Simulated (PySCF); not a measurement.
Ba(F)2, BaF₂, SMILES [F][Ba][F], singlet, CAM-B3LYP/def2-SVP optimised geometry. Atoms within 1.6 Å of the plane z = 0.0 Å (x, y, z in Å): Ba1 (-0.63, -1.01, 0.00), F2 (-1.61, 1.01, 0.00), F3 (1.61, -1.01, 0.00).

Calculation: CAM-B3LYP/def2-TZVP, def2 effective core potentials past Kr (PySCF). The core electrons that the potentials of Ba replace are not part of the density. Cells within 0.4 Å of a nucleus heavier than hydrogen are left out (blank, or x).

Map of the deformation density (molecule minus spherical neutral atoms) (e/bohr³) on the plane z = 0.0 Å:

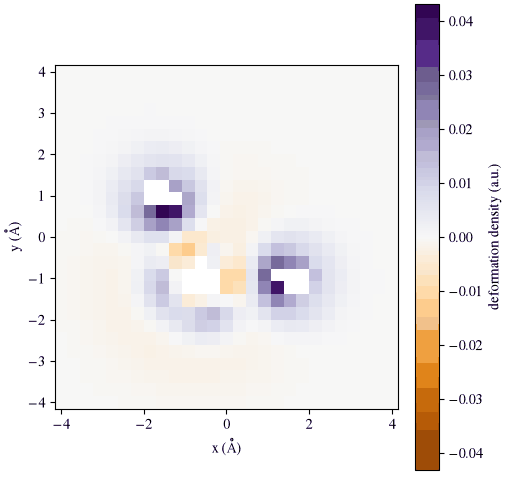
Figure: Deformation density (molecule minus spherical neutral atoms) (e/bohr³) on the plane z = 0.0 Å.
